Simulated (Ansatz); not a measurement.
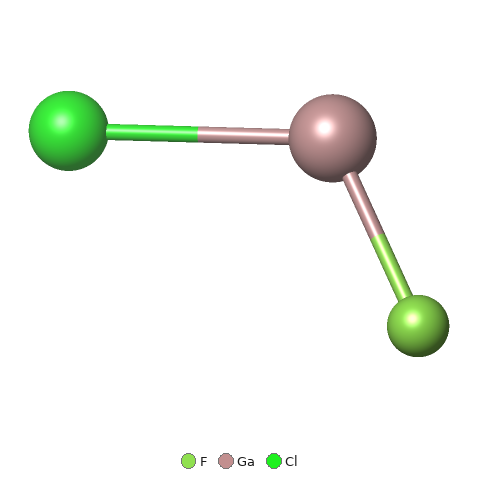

Rendered structure (ball-and-stick style).

State: neutral, doublet. The computed structure is the end point of a PBE0-D4/def2-TZVP optimisation.

What does the picture show?

The molecule is GaClF. Its SMILES string is `[F][Ga][Cl]`. This geometry has Cs symmetry. It is an open-shell species. Coordination: 1 Ga bent.

More results for the same structure follow; atom numbers are the same in all pictures, views and colours differ.

### Charges

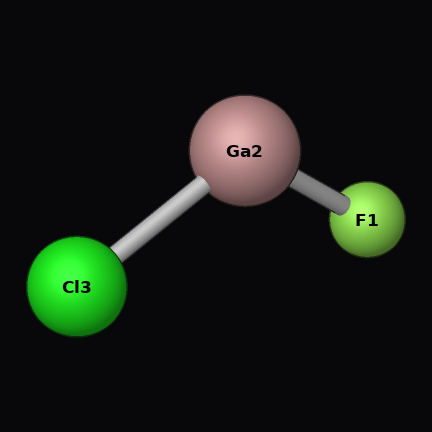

The questions are on Mulliken charges. Properties computed with UKS PBE0-D4/def2-TZVP (Ansatz 0.2.0).

List the Mulliken charges.

```
atom  value (e)
  F1      −0.35
 Ga2       0.60
 Cl3      −0.24
```

### Electronic properties

Properties computed with UKS ωB97X-V/def2-TZVPP (Ansatz 0.2.0).

**Give the ⟨S²⟩ of the determinant at this level.**

0.754.

**What is the HOMO energy (Kohn–Sham orbital)?**

−9.49 eV.

### Dipole moment

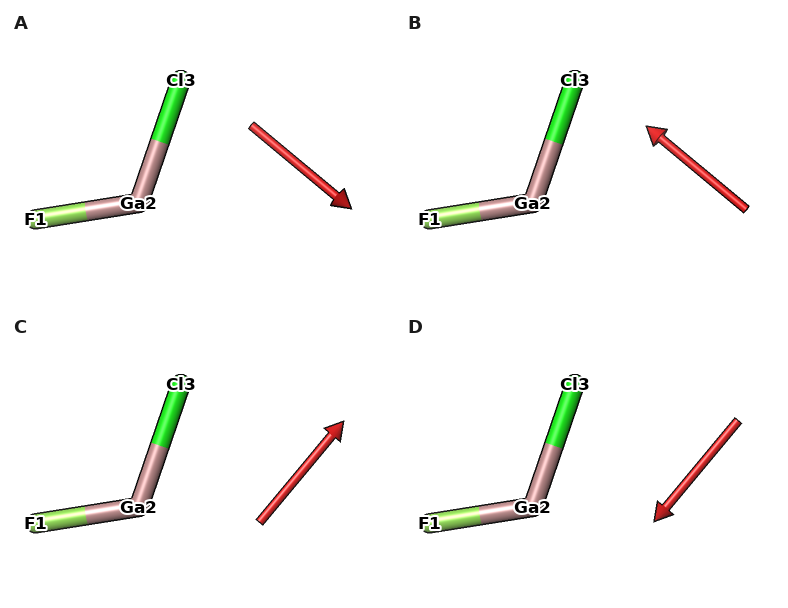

The same molecule four times, each with an arrow. Level of theory: UKS PBE0-D4/def2-TZVP (Ansatz 0.2.0).

**Which arrow points along the dipole moment, from the negative to the positive end?**

A. The dipole moment is 2.11 D; it points from the side of F1 to the side of Ga2 (the outermost atoms at the two ends).

### Thermal motion

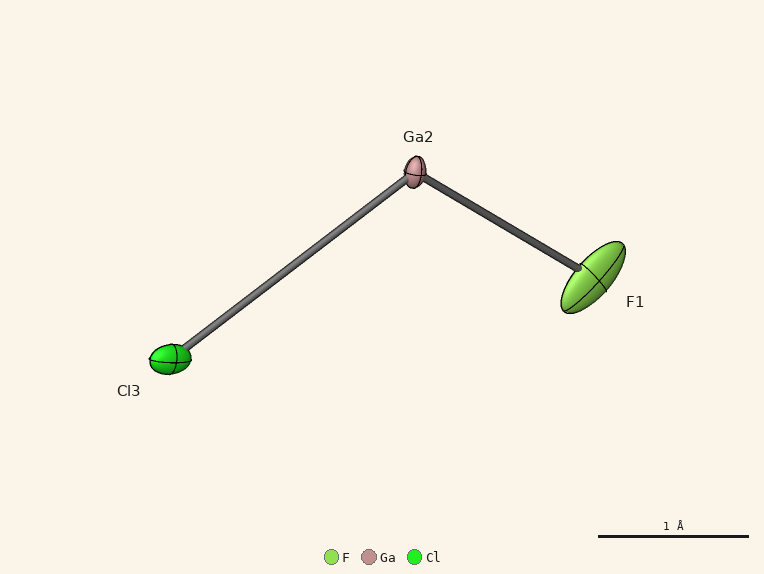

Displacement ellipsoids at the 50 % level, enlarged 3 times, from the internal vibrations of the free molecule (harmonic, no overall translation or rotation; no half-axis is drawn under 0.075 Å). Vibrations computed with UKS PBE0-D4/def2-TZVP (Ansatz 0.2.0). Temperature: 100 K.

**Which atom moves most?**

F1, with U_eq = 0.0018 Å².

Give the displacement parameters, one line for each set of equivalent atoms.

```json
{"atom": "F1", "U_eq (Å²)": "0.0018", "rms amplitudes (Å)": "0.000, 0.032, 0.065"}
{"atom": "Ga2", "U_eq (Å²)": "0.00025", "rms amplitudes (Å)": "0.000, 0.013, 0.024"}
{"atom": "Cl3", "U_eq (Å²)": "0.00058", "rms amplitudes (Å)": "0.000, 0.022, 0.035"}
```

Mulliken values depend strongly on the basis set and can even reverse the polarity of a bond.
